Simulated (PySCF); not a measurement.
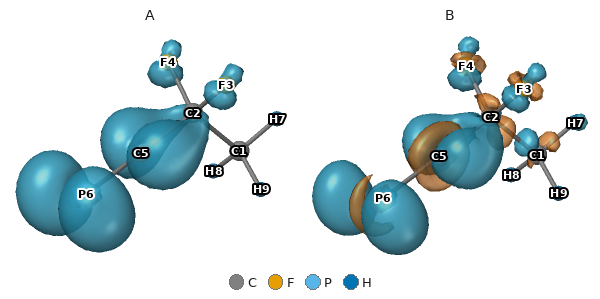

Figure 1: C3H3F2P, SMILES `CC(F)(F)C#P`. The Fukui function f⁺ from two separate SCF calculations and the density of the LUMO, at ±0.03 e/Å³ (light blue positive, orange negative).

Level of theory: B3LYP/6-311+G** (PySCF), at a geometry from GFN2-xTB. No frequency check shows the geometry to be a minimum. GFN2-xTB bond lengths at metals and heavier atoms can be off by up to 0.1 Å and shapes distorted, which carries into these values.

Input script:

```python
import numpy as np
from pyscf import gto, scf, dft
from pyscf.scf import atom_ks, atom_hf
from scipy.linalg import block_diag

def solve(mol, dm0=None, hcore=None):
    mf = (dft.UKS if mol.spin else dft.RKS)(mol, xc='b3lyp')
    mf.grids.level = 3
    mf = mf.density_fit(auxbasis='def2-universal-jkfit')
    mf.conv_tol, mf.max_cycle = 1e-8, 80
    if hcore is not None:
        mf.get_hcore = lambda *args: hcore
    mf.kernel(dm0)
    if not mf.converged:
        mf = mf.newton().run(mf.mo_coeff, mf.mo_occ, max_cycle=30)
    assert mf.converged, 'SCF not converged'
    return mf

mol = gto.M(atom='''
C      1.35958    -1.34301    -0.00265
C      0.72936     0.04269     0.00109
F      1.18549     0.75092     1.08562
F      1.18237     0.75573    -1.08467
C     -0.72082    -0.00428     0.00236
P     -2.26998    -0.04857    -0.00003
H      2.44238    -1.23972    -0.00244
H      1.04268    -1.88002    -0.89455
H      1.04524    -1.88397     0.88420
''', basis='6-311+g**', charge=0, spin=0, verbose=4)
mf = solve(mol)
out = dict(e0=mf.e_tot, dm0=mf.make_rdm1(), c=mf.mo_coeff, occ=mf.mo_occ, eps=mf.mo_energy)
for name, dq, spin in [('cation', 1, 1), ('anion', -1, 1)]:
    ion = mol.copy().set(charge=mol.charge + dq, spin=spin).build()
    mi = solve(ion)
    if spin and dq > 0 and mol.nao < 130:
        c, _, stable, _ = mi.stability(return_status=True)
        if not stable:
            mi = solve(ion, mi.make_rdm1(c, mi.mo_occ))
    print(name, 'vertical energy change / eV', (mi.e_tot - mf.e_tot) * 27.211386)
    out.update({'e_' + name: mi.e_tot, 'dm_' + name: mi.make_rdm1(), 's2_' + name: mi.spin_square()[0], 'eps_' + name: mi.mo_energy, 'occ_' + name: mi.mo_occ})
# spherically averaged free atoms, for the promolecule
atm = atom_ks.get_atm_nrks(mol, xc='b3lyp')
pro = block_diag(*[(atm[a[0]][2] * atm[a[0]][3]) @ atm[a[0]][2].T for a in mol._atom])
np.savez('result.npz', pro=pro, **out)
```

Launched as:

```sh
OMP_NUM_THREADS=1 python input.py
```

The run took 2.4 min on 1 thread of Arm Neoverse V1 (shared host), peak memory 0.74 GiB.

Partitions, critical points and surface values were worked out afterwards from this run's density.

Q: Which panel is which, and how good is the frozen-orbital picture?

A: B is f⁺ (it has negative regions), A the LUMO density. The LUMO lies on P6 (56 %), C5 (29 %) and C2 (7 %); f⁺ (Hirshfeld-condensed) is largest on P6 (0.58); the vertical electron affinity is 0.17 eV (the stability of the anion's solution wasn't checked; the anion's highest orbital has positive energy, so this value and f⁺ depend on the basis). Relaxation shifts 14 % of the electron between atoms. The orbital energy is −2.29 eV.
